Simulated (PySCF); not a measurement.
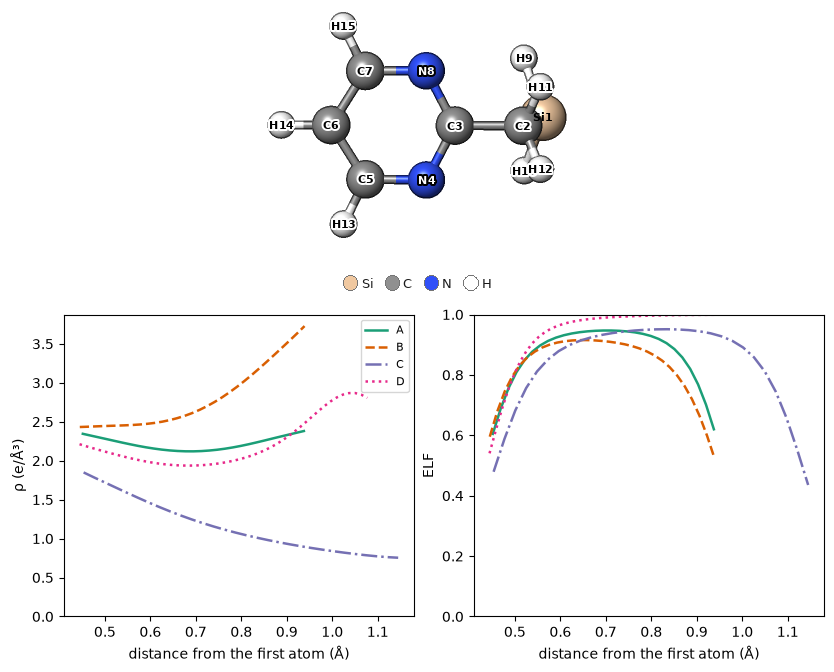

*C$_{5}$H$_{7}$N$_{2}$Si (doublet). Total electron density and ELF along straight lines between neighbouring atoms. The curves leave out the atomic cores. The structure is drawn too.*

Geometry: GFN2-xTB.

Method: UKS B3LYP, pcH-1 on C H N Si, non-relativistic, mean-field spin-orbit, GIAO (PySCF).

```xyz
15

Si   -2.6447   -0.3336    0.3932
C    -1.6090    0.3755   -1.0439
C    -0.2378    0.2251   -0.5281
N     0.3857   -0.9324   -0.7640
C     1.5936   -1.0811   -0.2584
C     2.2133   -0.0939    0.4971
C     1.4698    1.0609    0.7038
N     0.2612    1.2246    0.2041
H    -2.5570    0.4599    1.6117
H    -2.4316   -1.7576    0.6150
H    -1.8403    1.4223   -1.2211
H    -1.7419   -0.2045   -1.9532
H     2.0784   -2.0268   -0.4692
H     3.2040   -0.2181    0.9007
H     1.8520    1.8877    1.2905
```

> Which curve belongs to which contact (C–C, C–H, C–N and C–Si)? The first atom named is at distance zero.

Curve A: C–C (1.39 Å): ρ is about 2.1 e/Å³ halfway; the ELF peaks at about 0.95 between the atoms (a covalent bond). Curve B: C–N (1.32 Å): ρ is about 2.5 e/Å³ halfway; the ELF peaks at about 0.90 between the atoms, as expected for a covalent bond. Curve C: C–Si (1.91 Å): ρ at the midpoint is about 0.88 e/Å³; the ELF peaks at about 0.95 between the atoms: localised, covalent bonding. Curve D: C–H (1.08 Å): the density is about 2.1 e/Å³ at the midpoint; the ELF climbs to about 1 towards the hydrogen, as it does in any bond to H: an ordinary covalent bond to hydrogen.
